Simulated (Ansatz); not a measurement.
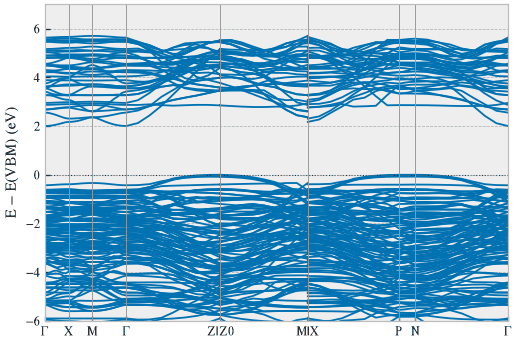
*Band structure from r²SCAN in the plane-wave PAW code Ansatz*

**Question.** Read off the gap and where the band edges lie.

**Answer.** About 2.0 eV (2.00 eV by a search for the band edges); maximum at N, minimum at Γ.

The material is Nb₂O₅ in space group I4/mmm (No. 139; Pearson symbol tI112).

The workflow started from a Materials Project entry (that database holds measured and hypothetical structures alike); the Crystallography Open Database files this formula in space group No. 139, but the cells were not matched. Its standing as an ambient phase is unchecked. The cell was relaxed with r²SCAN under the symmetry of its start; its stability against distortions is not shown here. The run is not spin-polarised. Spin–orbit coupling is left out wherever it is not named.

Potentials: the earlier of the program's two PAW sets.
